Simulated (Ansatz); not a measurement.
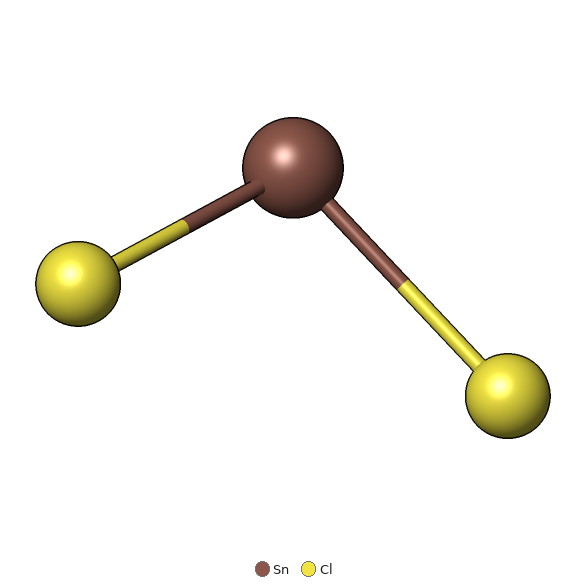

Harmonic vibrations computed with RKS PBE0-D4/def2-TZVP, core potentials on Sn (Ansatz 0.2.0) at a stationary point of the same level.

Q: How many imaginary frequencies does it have?

A: A minimum: no imaginary frequency, and the lowest mode lies at 121 cm⁻¹.

Q: How many vibrational modes are there, and where do they lie?

A: 3 modes: 121, 341, 358 cm⁻¹.
